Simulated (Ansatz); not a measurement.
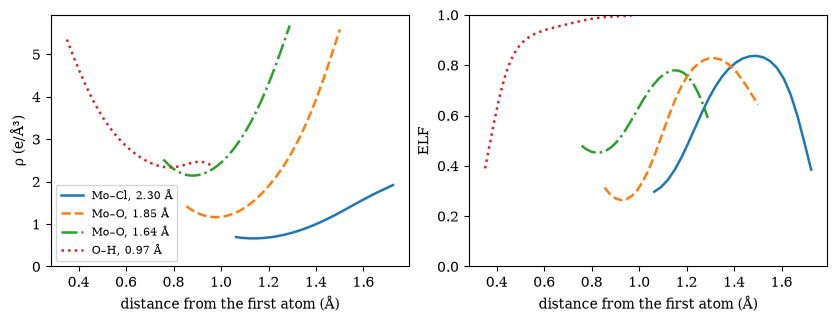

Figure 1: Cl3HMoO2. Electron density and ELF along straight lines between neighbouring atoms. The curves leave out the atomic cores.

Geometry: PBE0-D4/def2-SVP; core potentials replace the inner electrons of Mo.

Computed with isolated molecule in a Gaussian basis; Kohn-Sham density functional theory, functional PBE0 in Ansatz.

```xyz
7

Cl    0.0039   -1.6098   -1.6066
Cl   -0.5490    1.4543   -1.8997
Cl    0.7684    1.9161    0.9025
Mo   -0.2607    0.0930   -0.0697
O    -1.7887    0.0111    0.5117
O     0.6556   -0.9658    1.1342
H     1.5900   -1.2115    1.1801
```

### Compare the contacts.

Mo–Cl (2.30 Å): the density is about 0.66 e/Å³ at the midpoint; the ELF peaks at about 0.85 in the valence shell of Cl, 0.8 Å from its nucleus, and is about 0.40 at the midpoint.
Mo–O (1.85 Å): ρ is about 1.2 e/Å³ halfway; the ELF peaks at about 0.85 in the valence shell of O, 0.5 Å from its nucleus, and drops to about 0.25 between the two atoms.
Mo–O (1.64 Å): ρ is about 2.2 e/Å³ halfway; the ELF peaks at about 0.80 in the valence shell of O, 0.5 Å from its nucleus, and drops to about 0.45 between the two atoms.
O–H (0.97 Å): ρ is about 3.7 e/Å³ halfway; the ELF climbs to about 1 towards the hydrogen, as it does in any bond to H (an ordinary covalent bond to hydrogen).
